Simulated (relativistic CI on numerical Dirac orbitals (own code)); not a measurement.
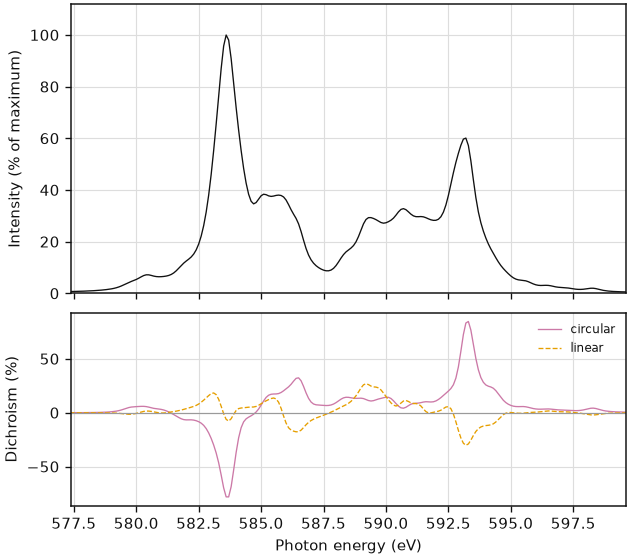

Computed core-level spectrum (absorption) of an ion of charge +4 in a field of Oh symmetry with 10Dq = 5,000 cm⁻¹. Multiplet model: relativistic Dirac–Coulomb–Breit theory, one configuration a step, Slater integrals scaled by 0.8, 300 K, Voigt broadening (Lorentzian 0.6 eV, Gaussian 0.3 eV full widths), computed with a radial Dirac CI code. Dichroism is for the ground state at zero temperature, magnetised by an exchange field of 10 meV on Sz (linear: z less the mean of x and y).

**Identify the element and the shell or line.**

L₂,₃ X-ray absorption of Cr⁴⁺, initial configuration [Ar] 3d². The main maxima lie at 580.4 eV (7), 583.6 eV (100), 585.1 eV (38), 589.4 eV (29), 590.7 eV (33) and 593.2 eV (60), heights in % of the largest; the centroid is at 587.8 eV. The ground state has S = 1.00. The circular dichroism (Δm = −1 less Δm = +1) is largest at 593.3 eV, 85 % of the isotropic maximum. The magnetised ground state has ⟨Lz⟩ = 1.66 and ⟨Sz⟩ = −0.96.

Limits of the model: free-ion energies, so absolute edge positions are off by a few eV from solids.
